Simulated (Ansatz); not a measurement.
**SO+ (quartet): wave-function methods side by side at distance O1–S2 = 1.643 Å, 6-31G**

How much of the correlation energy of SO+ (quartet) does each wave-function method recover here?

Computed with Ansatz 0.2.0, Gaussian basis. Level: 6-31G, core rule «outside noble gas», up to 6 orbitals frozen.

Plan: UHF; CCSD(T) on ROHF; CCSD(T) on UHF; BCCD(T) on ROHF; CISD as a restricted active space (open shells left free, so some higher excitations enter); CCSDT(Q) on ROHF; CCSDT(Q) on UHF; CISDTQ; CCSDTQ on ROHF; CCSDTQ on UHF; CASSCF and MRCISD+Q, 5 electrons in 5 orbitals; CASSCF and NEVPT2, 5 electrons in 5 orbitals; CASSCF and MRCISD+Q, 11 electrons in 8 orbitals; CASSCF and MRCISD+Q(relaxed), 11 electrons in 8 orbitals; CASSCF and NEVPT2, 11 electrons in 8 orbitals; Full CI.

28 further runs of the same task are left out: 5 for a known fault of the program, 17 that didn't finish, 6 set aside as unsound or not needed. Runs told in other sessions of the task aren't counted.

### Step 1. The geometry

The geometry derives from a PBE0/def2-TZVP stationary point (not a proven minimum). One bond is set to the value named and the two fragments are kept rigid.

2 atoms, charge 1, spin multiplicity 4.

Atoms are counted from 1 here; the program's logs count them from 0.

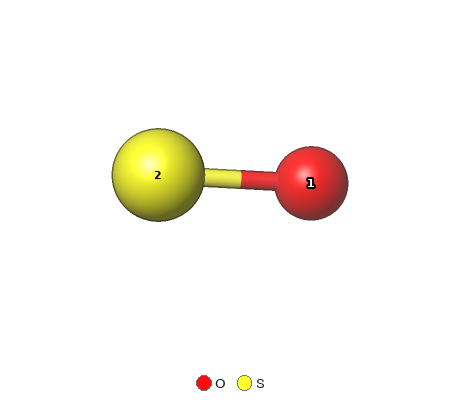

The structure; oxygen red, sulfur yellow; atoms are numbered from 1 in the order of the file.

### Step 2. UHF

in.yaml

```yaml
crystal:
  periodic: [false, false, false]
  atoms:
    - {symbol: O, position_ang: [0.000000, 0.000000, 0.000000]}
    - {symbol: S, position_ang: [0.000000, 0.000000, 1.642500]}
basis:
  gaussian: {orbitals: 6-31G}
total_charge: 1
magnetization: {spin_polarized: true, initial_magnetization: 3}
hamiltonian: {xc: hf}
output: {orbitals: {seedname: orbitals}}
```

Command:

```console
> ansatz run in.yaml --threads 1 --pin off --events-out ev --progress --plain --max-ram 2393MiB
```

The runs that follow: CCSD(T) on ROHF; CCSD(T) on UHF; BCCD(T) on ROHF; CISD as a restricted active space (open shells left free, so some higher excitations enter); CCSDT(Q) on ROHF; CCSDT(Q) on UHF; CISDTQ; CCSDTQ on ROHF; CCSDTQ on UHF; CASSCF and MRCISD+Q, 5 electrons in 5 orbitals; CASSCF and NEVPT2, 5 electrons in 5 orbitals; CASSCF and MRCISD+Q, 11 electrons in 8 orbitals; CASSCF and MRCISD+Q(relaxed), 11 electrons in 8 orbitals; CASSCF and NEVPT2, 11 electrons in 8 orbitals; Full CI.

**Question.** What will the summary of the whole plan be? Wanted: FCI from the RHF energy; RMP2 from FCI; UMP2 from FCI; RCCSD from FCI; RCCSD(T) from FCI; UCCSD(T) from FCI; RCCSDT(Q) from FCI; UCCSDT(Q) from FCI; NEVPT2 pair from FCI.

As calculated:

| quantity | value |
| --- | --- |
| FCI from the ROHF energy | -3.9291 eV |
| RMP2 from FCI | +578.4 meV |
| UMP2 from FCI | +525.4 meV |
| RCCSD from FCI | +118.9 meV |
| RCCSD(T) from FCI | +39.3 meV |
| UCCSD(T) from FCI | +38.4 meV |
| RCCSDT(Q) from FCI | +1.4 meV |
| UCCSDT(Q) from FCI | +0.3 meV |
| NEVPT2 pair from FCI | +542.2 meV |
| MRCISD+Q pair from FCI | +57.6 meV |
| NEVPT2 valence from FCI | +484.9 meV |
| levels within 1 kcal/mol (43 meV) | RCCSD(T), UCCSD(T), BCCD(T), RCCSDT, UCCSDT, CISDTQ, RCCSDT(Q), UCCSDT(Q), RCCSDTQ, UCCSDTQ, MRCISD+Q valence, MRCISD+Q(relaxed) valence |
| T1 diagnostic | 0.043 |
| effectively unpaired electrons | 3.05 |

What this shows: RCCSD(T) misses by +39.3 meV, 1.0 % of the correlation energy. The occupations are near whole numbers, but T1 = 0.043 shows that the orbitals relax strongly. Of the multireference levels listed MRCISD+Q(relaxed) valence comes nearest in total energy (+6.7 meV), which doesn't show that its space is the better one. These misses are within one basis, not against nature; the frozen cores of restricted and unrestricted runs differ, which can shift their rows.

Levels on UHF freeze UHF's core orbitals, full CI those of ROHF, so the U rows can settle a little off it for that reason alone.

With open shells the CI space here admits some higher excitations, so it is larger than plain CISD.
